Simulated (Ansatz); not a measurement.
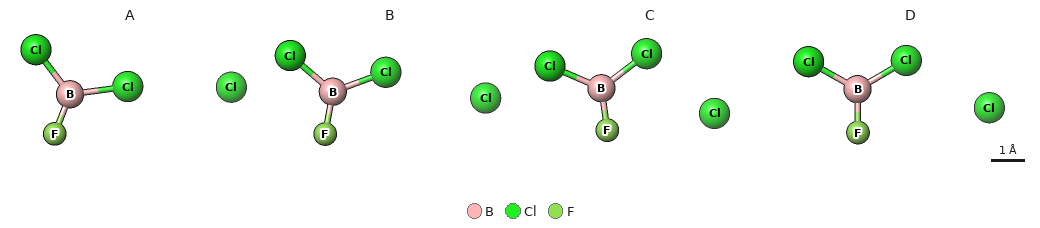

4 geometries from one relaxation of BCl3F (multiplicity 2), in shuffled order. A ball-and-stick model, seen face on.

The run prepares an end point of a later path (reaction) calculation, from a guessed geometry.

Computed with UKS PBE-D4/6-31G* in Ansatz 0.2.0. Set-up: collinear spin; force threshold 0.03 eV/Å; at most 50 steps.

### Put them in the order of the run, from the start to the converged end.

A, B, D, C. They are steps 0, 3, 6, 10, at +24.9 kJ/mol, +15.4 kJ/mol, +6.80 kJ/mol relative to the last. The largest move after the best rigid fit is that of a Cl atom, 1.41 Å. By element the largest moves are Cl 1.41 Å, F 1.02 Å, B 0.40 Å. Some distances before and after: Cl–Cl 3.236 → 2.817 Å, B–Cl 1.820 → 1.774 Å. The energy falls by 24.9 kJ/mol in 10 geometry steps. The largest force component goes from 1.1 to 0.0039 eV/Å. The run took 23 s on 4 threads of Arm Neoverse V2 (shared host), peak memory 0.19 GiB.

Limits of the set-up: the start holds two separate molecules, 3.2 Å apart at their closest, whose relative position is a soft coordinate.
